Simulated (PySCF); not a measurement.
# Si2H3F (triplet): EPR parameters

What EPR parameters should Si2H3F (triplet) (`F[Si][SiH3]`) show?

Programs: PySCF 2.14.0, with density-fitted response routines of our own. Each step states its level of theory. These are calculated values for one molecule in the gas phase, unless marked as measured. Atoms are numbered from 0 throughout.

## (1) The starting structure

6 atoms, charge 0, multiplicity 3; geometry from: GFN2-xTB.

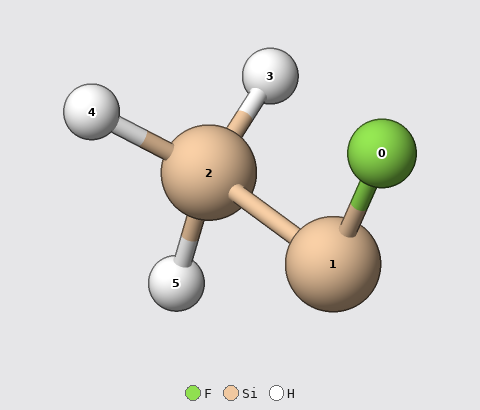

The starting geometry (fluorine green, silicon light orange, hydrogen white), atoms numbered; sticks join atoms by distance.

## (2) g tensor and hyperfine couplings: B3LYP/pcH-1

Job settings and geometry (Å):

```
{"job": {"kind": "epr", "basis": "pcH-1"}, "charge": 0, "multiplicity": 3}
F      2.583835     0.224997     0.228001
Si     1.443988    -0.762821    -0.472218
Si    -0.628280     0.034190    -0.000468
H     -0.938789     1.377896    -0.513430
H     -0.995414     0.080049     1.423481
H     -1.462218    -0.952321    -0.686941
```

Level: UKS B3LYP, pcH-1 on F H Si, non-relativistic, mean-field spin-orbit, GIAO.

Standard output:

```text
UKS, coarse grid
  cycle   1  E = -680.54303319  |g| = 4.42e-01
  cycle   2  E = -680.28806394  |g| = 9.85e-01
  cycle   3  E = -680.60749694  |g| = 5.48e-02
  cycle   4  E = -680.60864457  |g| = 2.03e-02
  cycle   5  E = -680.60885440  |g| = 5.18e-03
  cycle   6  E = -680.60887672  |g| = 1.88e-03
  cycle   7  E = -680.60888069  |g| = 6.12e-04
UKS, final grid
  cycle   1  E = -680.60883163  |g| = 1.01e-03
  cycle   2  E = -680.60883103  |g| = 1.80e-03
  cycle   3  E = -680.60883202  |g| = 9.02e-05
  cycle   4  E = -680.60883203  |g| = 3.78e-05
  cycle   5  E = -680.60883203  |g| = 1.38e-05
internal stability: stable
E = -680.60883203 Eh   <S^2> = 2.0025 (exact 2.0000)
g shifts (ppm)      1          2          3
  rmc          -161       -161       -161
  gc             32         32         34
  oz_so       -1045        197        576
  total       -1174         68        450
hyperfine (MHz)  atom isotope    a_iso     a_fc   dipolar eigenvalues
    0   19F      92.31      90.41   -143.83     58.31     85.52
    1  29Si    -382.17    -383.45    -65.69    -17.37     83.05
    2  29Si     -93.12     -93.26    -31.60     15.26     16.33
    3    1H      47.17      47.17     -3.06     -0.55      3.61
    4    1H      47.10      47.10     -3.06     -0.55      3.61
    5    1H      -5.28      -5.28     -2.82     -2.00      4.81
zero-field splitting (cm-1)  D = -0.8974  E = -0.0110  (spin-spin 0.1828, spin-orbit -1.0723)
```

It took 21 s on 1 thread, shared host.

Principal g values 2.00115, 2.00239, 2.00277; g(iso) = 2.00210, against 2.00232 for a free electron.

Hyperfine couplings; where a row names several nuclei, a(iso) is their mean (it holds for fast rotation or exchange) and the dipolar term the largest among them:

| nuclei | isotope | a(iso) (MHz) | a(iso) (G, at g = 2.0023) | largest dipolar term (MHz) |
| --- | --- | --- | --- | --- |
| Si1 | 29Si | -382.2 | -136.4 | 83.1 |
| Si2 | 29Si | -93.1 | -33.2 | -31.6 |
| F0 | 19F | 92.3 | 32.9 | -143.8 |
| H3, H4, H5 | 1H | 29.7 | 10.6 | 4.8 |

Zero-field splitting: D = -0.897 cm⁻¹ (spin-spin 0.183, spin-orbit -1.072), E = -0.011 cm⁻¹.

Mulliken spin populations:

| atom | value (e) |
| --- | --- |
| F0 | 0.10 |
| Si1 | 1.57 |
| Si2 | 0.24 |
| H3 | 0.05 |
| H4 | 0.05 |
| H5 | 0.00 |

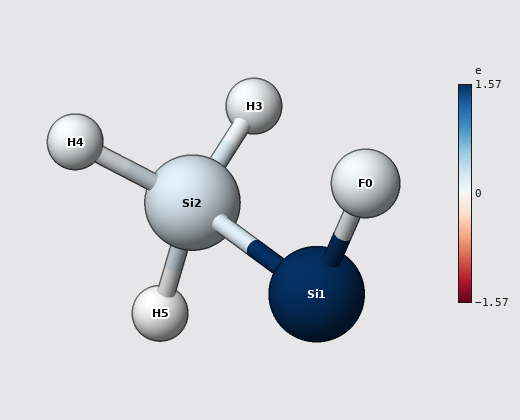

Mulliken spin populations, as colours on the atoms.

## (3) Summary of results

| quantity | value |
| --- | --- |
| D, E (B3LYP) | -0.897, -0.011 cm⁻¹ |
| g(iso) (B3LYP) | 2.00210 |
| ⟨S²⟩ | 2.003 (exact 2.00) |
| largest a(iso) (averaged by class) | 29Si on Si1, -382.2 MHz |

In words: Most of the unpaired spin sits on Si1 (1.57 e). The isotropic g lies 0.2 ppt below the free-electron value. The triplet studied here may not be the ground state; the singlet was not compared.
